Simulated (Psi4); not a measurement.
# UPBE0/def2-SVPD (core potential) run of CH2NSn (SMILES N#[C][SnH2])

Aim: the vertical electron affinity of CH2NSn at UPBE0/def2-SVPD (core potential), from 2 runs. 

The calculation is run with Psi4 1.11.

## (1) The structure to begin with

CH2NSn: 5 atoms, total charge 0, spin state doublet. SMILES: `N#[C][SnH2]`. Geometry: relaxed at PBE0-D4/def2-TZVP.

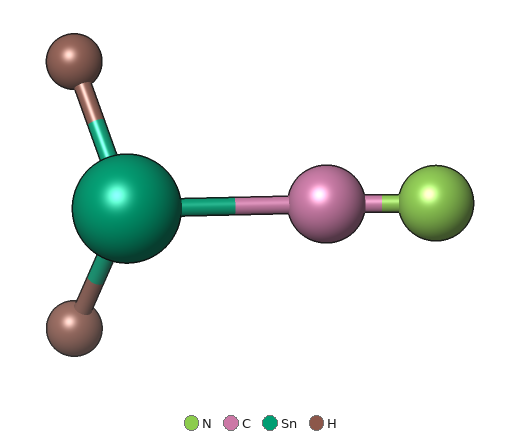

The structure, seen from a chosen angle (nitrogen green, carbon pink, tin teal, hydrogen brown).

## (2) The energy at UPBE0/def2-SVPD (core potential)

ch2nsn.dat

```
memory 2200 mb

molecule geom {
  0 2
  N      1.57565364    -2.90205241     3.14752783
  C      0.95620142    -1.60910180     1.50422200
  Sn     0.01814137     0.62568832    -1.67486426
  H     -3.11521352     0.07218754    -2.23743573
  H      0.65951442     3.67438348    -0.81749552
  units au
  symmetry c1
}

set {
  basis def2-SVPD
  reference uks
  puream true
  e_convergence 1e-09
  d_convergence 1e-08
  scf_type pk
  dft_radial_points 99
  dft_spherical_points 590
  maxiter 100
}

energy_value, wavefunction = energy("pbe0", return_wfn=True)
oeprop(wavefunction, "MAYER_INDICES", "DIPOLE", "MULLIKEN_CHARGES", title="PBE0")
print_variables()
```

Started as:

```
psi4 -n 1 ch2nsn.dat ch2nsn.out
```

ch2nsn.out:

```text
[...]
    !!!  WARNING: ECP capability is in beta. Please check occupations closely.  !!!
[...]
  Running in c1 symmetry.
[...]
  Nuclear repulsion =   94.907877874130961
[...]
  Multiplicity = 2
[...]
  Nalpha       = 19
  Nbeta        = 18
[...]
    Number of basis functions: 88
[...]
   @UKS iter   1:  -307.92900090559658   -1.29738e+00   6.20270e-03 DIIS/ADIIS
[...]
   @UKS iter  14:  -308.10802299552790   -7.21911e-12   9.32460e-09 DIIS
[...]
   @S^2 Observed:                7.522532035E-01
[...]
    Orbital Energies [Eh]
    ---------------------
    Alpha Occupied:
       1A    -14.397977     2A    -10.262873     3A     -5.187271
       4A     -3.522027     5A     -3.519549     6A     -3.516432
       7A     -1.088008     8A     -1.084701     9A     -1.084536
      10A     -1.080736    11A     -1.080593    12A     -0.922174
      13A     -0.590355    14A     -0.444557    15A     -0.388010
      16A     -0.373815    17A     -0.364893    18A     -0.354169
      19A     -0.259046
    Alpha Virtual:
      20A     -0.023642    21A     -0.017782    22A     -0.015640
      23A      0.014300    24A      0.039119    25A      0.039593
[...]
  @UKS Final Energy:  -308.10802299552790
   => Energetics <=
    Nuclear Repulsion Energy =             94.9078778741309605
    One-Electron Energy =                -690.7518312389331641
    Two-Electron Energy =                 311.2623195798785787
    DFT Exchange-Correlation Energy =     -23.5263892106042363
    Empirical Dispersion Energy =           0.0000000000000000
    VV10 Nonlocal Energy =                  0.0000000000000000
    Total Energy =                       -308.1080229955279037
[...]
 Multipole Moments:
 ------------------------------------------------------------------------------------
     Multipole            Electronic (a.u.)      Nuclear  (a.u.)        Total (a.u.)
 ------------------------------------------------------------------------------------
 L = 1.  Multiply by 2.5417464519 to convert [e a0] to [Debye]
 Dipole X            :         -6.7825587            6.3960812           -0.3864775
 Dipole Y            :         18.1112026          -17.1723876            0.9388150
 Dipole Z            :        -27.9766758           26.6182836           -1.3583922
 Magnitude           :                                                    1.6958679
[...]
  Mulliken Charges: (a.u.)
   Center  Symbol    Alpha    Beta     Spin     Total
       1     N     3.62705  3.56190  0.06515 -0.18895
       2     C     3.02529  3.03258 -0.00729 -0.05787
       3    SN    11.26683 10.47682  0.79001  0.25635
       4     H     0.54042  0.46435  0.07607 -0.00477
       5     H     0.54041  0.46435  0.07606 -0.00475
   Total alpha = 19.00000, Total beta = 18.00000, Total charge =  0.00000
  Mayer Bond Indices:
  Total Bond Index:
[...]
```

It took 37 s on 1 thread of AMD EPYC 7R43 (Zen 3), shared host; peak memory 0.95 GiB.

## (3) The singlet anion at the same level

ch2nsn.xyz

```xyz
5
CH2NSn
N      0.833800    -1.535700     1.665600
C      0.506000    -0.851500     0.796000
Sn     0.009600     0.331100    -0.886300
H     -1.648500     0.038200    -1.184000
H      0.349000     1.944400    -0.432600
```

calc.py

```python
import psi4

psi4.set_memory(2200000000)
psi4.set_num_threads(1)
psi4.set_output_file('output.dat', False)

with open('ch2nsn.xyz') as f:
    atoms = ''.join(f.readlines()[2:])
geom = psi4.geometry('-1 1\n' + atoms + 'symmetry c1\nno_reorient\nno_com')

options = {'basis': 'def2-SVPD', 'reference': 'rks', 'puream': True, 'e_convergence': 1e-09, 'd_convergence': 1e-08, 'scf_type': 'pk', 'dft_radial_points': 99, 'dft_spherical_points': 590}
psi4.set_options(options)

e_tot, wfn = psi4.energy("pbe0", molecule=geom, return_wfn=True)
psi4.oeprop(wfn, "LOWDIN_CHARGES", "QUADRUPOLE", "MULLIKEN_CHARGES", title="PBE0")
print(f'pbe0 energy: {e_tot:.10f} Eh')
```

Started as:

```
python calc.py
```

output.dat (excerpt; [...] marks lines left out):

```text
[...]
    !!!  WARNING: ECP capability is in beta. Please check occupations closely.  !!!
[...]
  Running in c1 symmetry.
[...]
  Nuclear repulsion =   94.907877767547262
[...]
  Multiplicity = 1
[...]
  Nalpha       = 19
  Nbeta        = 19
[...]
    Number of basis functions: 88
[...]
   @RKS iter   1:  -307.86193283742500   -1.24554e+00   7.70962e-03 DIIS/ADIIS
[...]
   @RKS iter  11:  -308.18387617444023   -4.74074e-11   9.77128e-09 DIIS
[...]
  @RKS Final Energy:  -308.18387617444023
   => Energetics <=
    Nuclear Repulsion Energy =             94.9078777675472622
    One-Electron Energy =                -699.0699844426617346
    Two-Electron Energy =                 319.6819495257796007
    DFT Exchange-Correlation Energy =     -23.7037190251053040
    Empirical Dispersion Energy =           0.0000000000000000
    VV10 Nonlocal Energy =                  0.0000000000000000
    Total Energy =                       -308.1838761744402291
[...]
 Multipole Moments:
 ------------------------------------------------------------------------------------
     Multipole            Electronic (a.u.)      Nuclear  (a.u.)        Total (a.u.)
 ------------------------------------------------------------------------------------
 L = 1.  Multiply by 2.5417464519 to convert [e a0] to [Debye]
 Dipole X            :        -15.4157386           14.7101951           -0.7055435
 Dipole Y            :         13.1625315          -12.4572636            0.7052679
 Dipole Z            :          8.9643008           -8.8439183            0.1203825
 Magnitude           :                                                    1.0048316
 L = 2.  Multiply by 1.3450342976 to convert [e a0^2] to [Debye ang]
 Quadrupole XX       :        -67.6114775           33.0114727          -34.6000048
 Quadrupole XY       :         41.1882614          -38.7920109            2.3962506
[...]
  Mulliken Charges: (a.u.)
   Center  Symbol    Alpha    Beta     Spin     Total
       1     N     3.65038  3.65038  0.00000 -0.30076
       2     C     3.04261  3.04261  0.00000 -0.08522
       3    SN    11.27449 11.27449  0.00000 -0.54898
       4     H     0.51626  0.51626  0.00000 -0.03253
       5     H     0.51626  0.51626  0.00000 -0.03252
   Total alpha = 19.00000, Total beta = 19.00000, Total charge = -1.00000
  Lowdin Charges: (a.u.)
   Center  Symbol    Alpha    Beta     Spin     Total
       1     N     3.57105  3.57105  0.00000 -0.14210
[...]
```

Standard output:

```text
pbe0 energy: -308.1838761744 Eh
```

It took 24 s on 1 thread of AMD EPYC 7R43 (Zen 3), shared host; peak memory 0.95 GiB.

## (4) Results

At UPBE0/def2-SVPD (core potential):

```
                                                            quantity          value
                                        doublet CH2NSn: total energy  -308.10802 Eh
                                       doublet CH2NSn: dipole moment         4.31 D
                  doublet CH2NSn: HOMO energy (highest over α and β)       -7.05 eV
                   doublet CH2NSn: LUMO energy (lowest over α and β)       -3.99 eV
                                                doublet CH2NSn: ⟨S²⟩          0.752
                                         singlet anion: total energy  -308.18388 Eh
                                          singlet anion: HOMO energy       -0.13 eV
                                          singlet anion: LUMO energy        3.99 eV
singlet anion: HOMO–LUMO gap (to an unbound level, set by the basis)        4.12 eV
                   vertical electron affinity (to the singlet anion)       2.064 eV
```

What this shows: At fixed nuclei the extra electron is bound by 2.06 eV (199 kJ/mol). Mulliken charges (singlet anion) run from -0.55 on Sn3 to -0.03 on H5; in a basis this large or diffuse they mean little.
